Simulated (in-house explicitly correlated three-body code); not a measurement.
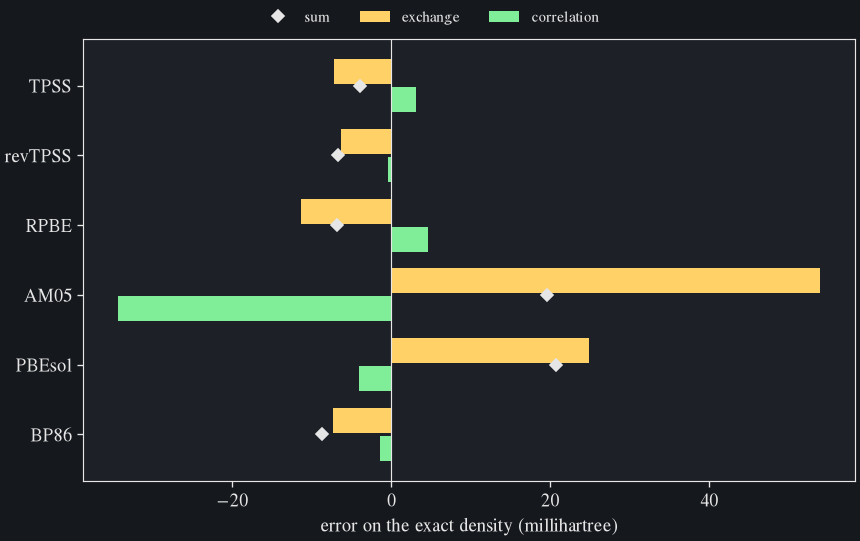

Two electrons around a point charge Z = 1.255. Computed variationally in 260 exponentially correlated functions with an in-house code, non-relativistic, converged to about 10⁻⁷ hartree. The exact exchange and correlation energies are −553.2 and −40.49 millihartree. The plot shows the errors of AM05, BP86, PBEsol, RPBE, TPSS and revTPSS, evaluated on the exact density.

### Rank the functionals.

By the size of the summed error (millihartree): TPSS −4.0, revTPSS −6.7, RPBE −6.8, BP86 −8.7, AM05 +20, PBEsol +21. Errors of exchange and correlation cancel by a quarter or more for TPSS (−7.1 and +3.2), RPBE (−11 and +4.6) and AM05 (+54 and −34).
